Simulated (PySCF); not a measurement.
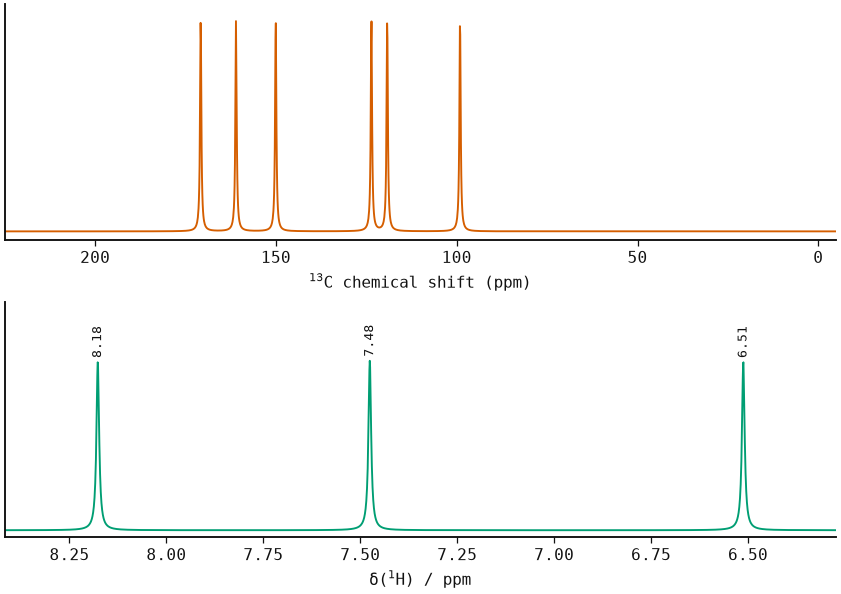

GIAO shifts, PBE0/pcSseg-1 with PySCF, at a GFN2-xTB geometry (no frequency check), against TMS for ¹³C and TMS for ¹H computed at the same level. Gas phase, fully decoupled, line heights follow the number of nuclei, widths are arbitrary (no quadrupolar broadening); values of one conformer, averaged over methyl-type rotors and exact or near symmetry.

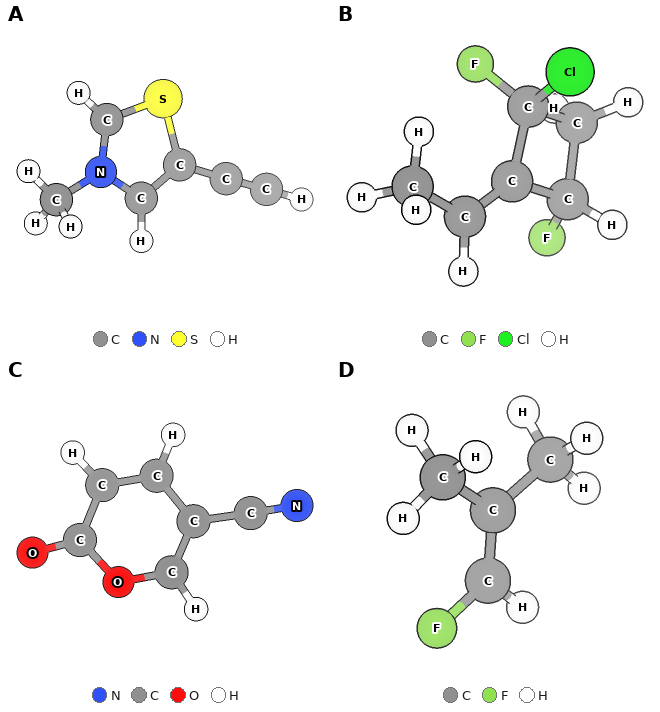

### Which structure fits the spectrum? Choose among the lettered structures. Charge and spin: A +1 singlet; B neutral singlet; C neutral singlet; D neutral singlet.

Structure C, C₆H₃NO₂, SMILES N#Cc1ccc(=O)oc1. Its ¹³C signals: 170.8 (1 C), 161.0 (1 C), 150.1 (1 C), 123.6 (1 C), 119.2 (1 C), 99.1 (1 C) ppm. Its ¹H signals: 8.18 (1 H), 7.48 (1 H), 6.51 (1 H) ppm.

Caveats: the tight-binding geometry is rougher than a DFT one and adds to the error.
